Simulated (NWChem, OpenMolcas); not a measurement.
## CH5N (methylamine): methods side by side

The species is CH5N (7 atoms), meant as a singlet with charge 0. As SMILES, `CN`. Geometry: relaxed at PBE0-D4/def2-TZVP.

Quantity: the dipole moment, in D. The values are calculated.

**What was measured.** NIST CCCBDB gives the dipole moment of the gas as 1.31 D.

```tsv
level	kind	program	value (D)	computed − measured
HF/aug-cc-pVDZ	Hartree–Fock	OpenMolcas	1.38	+0.07
SVWN5/aug-cc-pVDZ	LDA	NWChem	1.30	-0.01
M06-L/aug-cc-pVDZ	meta-GGA	OpenMolcas	1.26	-0.05
r2SCAN/aug-cc-pVDZ	meta-GGA	OpenMolcas	1.28	-0.03
B3LYP/aug-cc-pVDZ	global hybrid	NWChem	1.30	-0.01
BHLYP/aug-cc-pVDZ	global hybrid	OpenMolcas	1.34	+0.03
M06-2X/aug-cc-pVDZ	hybrid meta-GGA	NWChem	1.31	0.00
wB97X/aug-cc-pVDZ	range-separated hybrid	NWChem	1.35	+0.04
```

Nearest: M06-2X/aug-cc-pVDZ (0.00 D); farthest: HF/aug-cc-pVDZ (+0.07 D). The measured dipole is a vibrational average, so differences of a few hundredths of a debye mean little. Computed less measured by kind, in D (aug-cc-pVDZ rows): Hartree–Fock +0.07; LDA -0.01; meta-GGA -0.05 to -0.03; global hybrid -0.01 to +0.03; range-separated hybrid +0.04.

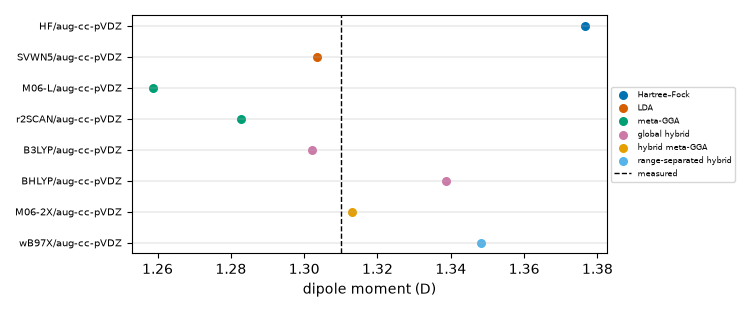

The values of the table, level by level.
